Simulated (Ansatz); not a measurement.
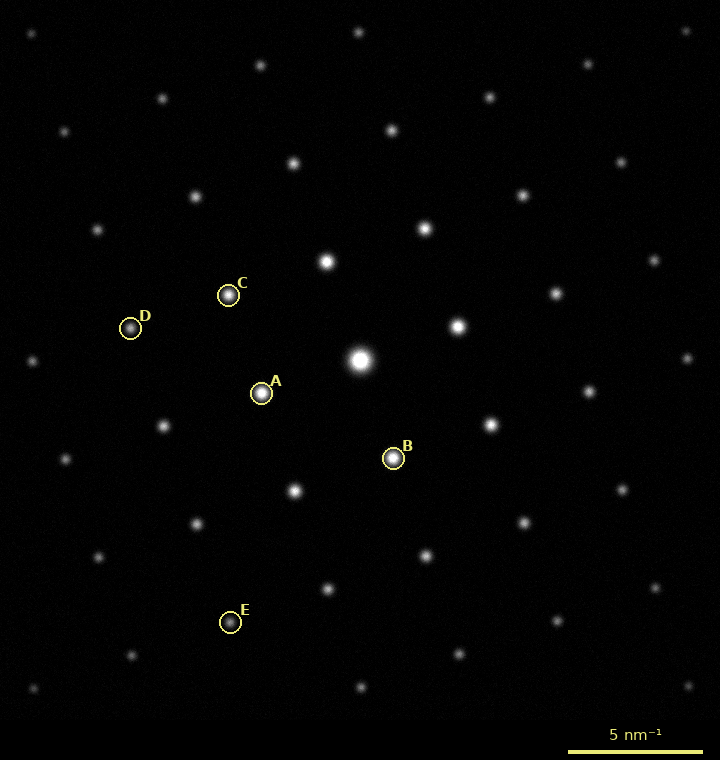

Kinematic zone-axis pattern, calculated for 200 keV electrons with B = 0.8 Å². The zone axis points towards the electron source and the pattern is seen from the source side.

Crystal: MoSe, space group Fm-3m (No. 225), a = 5.15 Å. Structure: the input geometry of an electronic-structure calculation (not necessarily at equilibrium); the starting structure was generated, so it need not be a known form of this composition.

```json
{"atom": "Mo", "site": "4b", "symmetry": "m-3m", "x": "0.5000", "y": "0.0000", "z": "0.0000"}
{"atom": "Se", "site": "4a", "symmetry": "m-3m", "x": "0.0000", "y": "0.0000", "z": "0.0000"}
```

Spot A is indexed -2 0 0 and spot B 0 -2 0.

Question: What are the indices of the remaining marked spots?

Answer: C = A − B = -2 2 0 (d = 1.821 Å). D = 2A − B = -4 2 0 (d = 1.152 Å). E = 2A + 2B = -4 -4 0 (d = 0.911 Å).

Question: Give [uvw].

Answer: The cross product of A and B is parallel to [001]; every spot obeys hu + kv + lw = 0.
